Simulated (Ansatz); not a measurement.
## Electronic structure of Ge₁₄H₂₀ (Ge14H20 off sphere) in real space

```yaml
atoms:
  - { symbol: Ge, position_ang: [0.7133, -3.5422, 0.7137] }
  - { symbol: Ge, position_ang: [-2.1285, 2.1307, -2.1263] }
  - { symbol: Ge, position_ang: [0.6913, -0.6976, -2.1216] }
  - { symbol: Ge, position_ang: [-2.1239, -0.6954, 0.6975] }
  - { symbol: Ge, position_ang: [0.7175, -0.7195, 3.5390] }
  - { symbol: Ge, position_ang: [0.6953, 2.1201, 0.6975] }
  - { symbol: Ge, position_ang: [3.5405, -0.7159, 0.7118] }
  - { symbol: Ge, position_ang: [-3.5408, 0.7193, -0.7116] }
  - { symbol: Ge, position_ang: [-0.7001, -2.1231, -0.6948] }
  - { symbol: Ge, position_ang: [2.1300, -2.1311, 2.1244] }
  - { symbol: Ge, position_ang: [-0.7154, 0.7185, -3.5395] }
  - { symbol: Ge, position_ang: [-0.7115, 3.5413, -0.7153] }
  - { symbol: Ge, position_ang: [2.1189, 0.6941, -0.6970] }
  - { symbol: Ge, position_ang: [-0.6953, 0.6934, 2.1239] }
  - { symbol: H, position_ang: [1.5981, -4.4583, -0.1835] }
  - { symbol: H, position_ang: [-0.1801, -4.4566, 1.6042] }
  - { symbol: H, position_ang: [-3.0296, 3.0329, -3.0270] }
  - { symbol: H, position_ang: [1.5960, -1.6029, -3.0173] }
  - { symbol: H, position_ang: [-3.0210, -1.5992, 1.6023] }
  - { symbol: H, position_ang: [-0.1768, -1.6091, 4.4535] }
  - { symbol: H, position_ang: [1.6057, 0.1745, 4.4550] }
  - { symbol: H, position_ang: [1.6030, 3.0135, 1.6021] }
  - { symbol: H, position_ang: [4.4574, -1.6016, -0.1838] }
  - { symbol: H, position_ang: [4.4537, 0.1802, 1.6007] }
  - { symbol: H, position_ang: [-4.4601, -0.1728, -1.5982] }
  - { symbol: H, position_ang: [-4.4519, 1.6094, 0.1857] }
  - { symbol: H, position_ang: [-1.6063, -3.0181, -1.5992] }
  - { symbol: H, position_ang: [3.0319, -3.0331, 3.0245] }
  - { symbol: H, position_ang: [-1.6019, -0.1707, -4.4618] }
  - { symbol: H, position_ang: [0.1849, 1.6086, -4.4475] }
  - { symbol: H, position_ang: [0.1884, 4.4492, -1.6058] }
  - { symbol: H, position_ang: [-1.5957, 4.4636, 0.1762] }
  - { symbol: H, position_ang: [3.0119, 1.6000, -1.6039] }
  - { symbol: H, position_ang: [-1.5988, 1.5978, 3.0218] }
```

Geometry: PBE-D4/def2-SVP.

All numbers below come from RKS PBE0-D4/def2-TZVP (Ansatz 0.2.0).

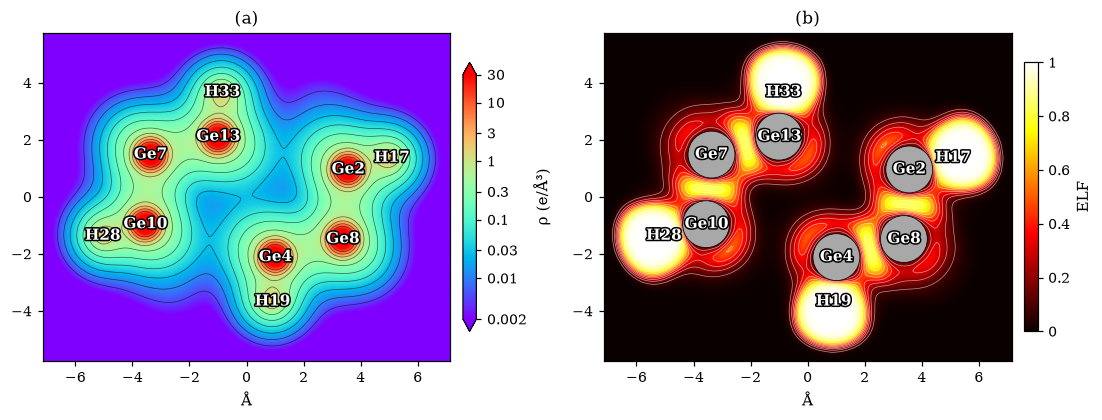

Figure 1. (a) total electron density; (b) electron localisation function on the plane of atoms Ge2, Ge8 and Ge4. Grey discs cover the atomic cores in the ELF map.

Q: Describe what can be read from this map.

A: The plane passes through Ge and H nuclei.
Ge–Ge (2.45 Å): the density is about 0.55 e/Å³ at the midpoint; the ELF peaks at about 0.85 between the atoms, as expected for localised, covalent bonding.
Ge–H (1.56 Å): ρ is about 1 e/Å³ halfway; the ELF climbs to about 1 towards the hydrogen.

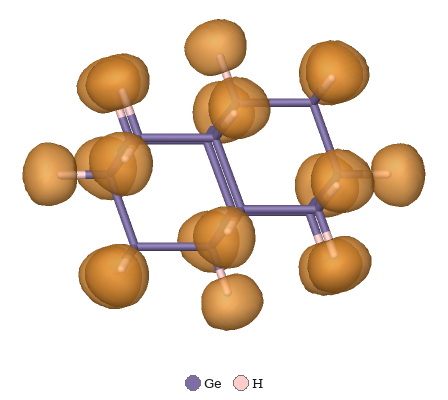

Figure 2. Isosurface of the ELF at 0.9 (orange), seen across its widest extent. Core shells and regions of very low density are left out.

Q: Where are the electrons localised?

A: The ELF exceeds this value in 20 regions around hydrogen nuclei.

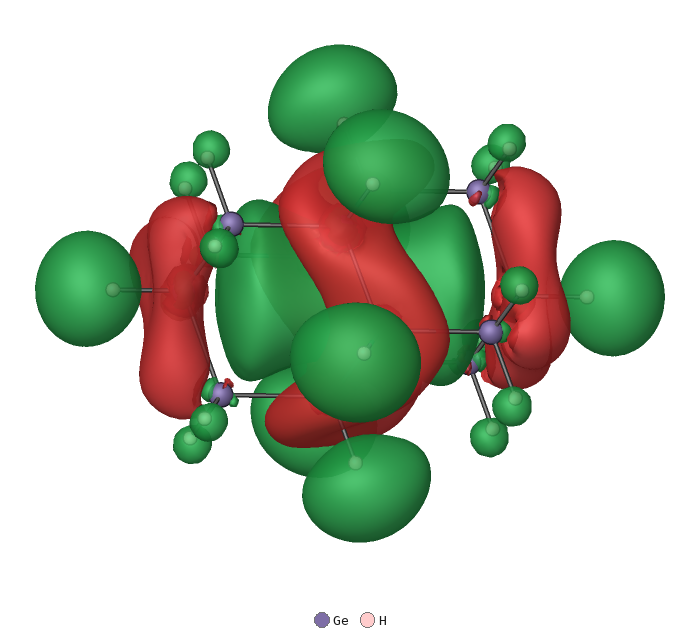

Figure 3. The LUMO at ±0.03 Å⁻³ᐟ² (green and red are the two phases), seen across its widest extent.

Q: Describe this orbital and give its energy.

A: No atom holds more than about 10 % of it (Hirshfeld); by element the shares are Ge 70 % and H 30 %; it is gerade (even under inversion). Its energy is −0.97 eV.

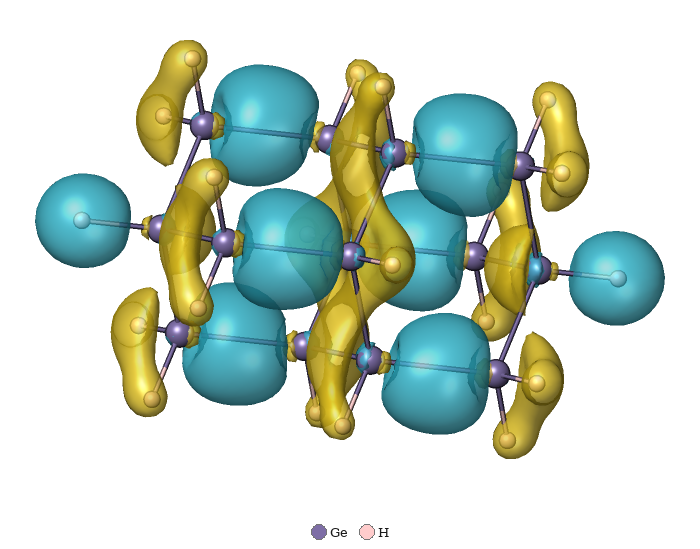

Figure 4. The HOMO at ±0.06 Å⁻³ᐟ² (yellow and cyan are the two phases), seen at an oblique angle.

Q: What is the character of this orbital?

A: No atom holds more than about 10 % of it (Hirshfeld); by element the shares are Ge 80 % and H 20 %; it is gerade (even under inversion). Its energy is −7.04 eV.
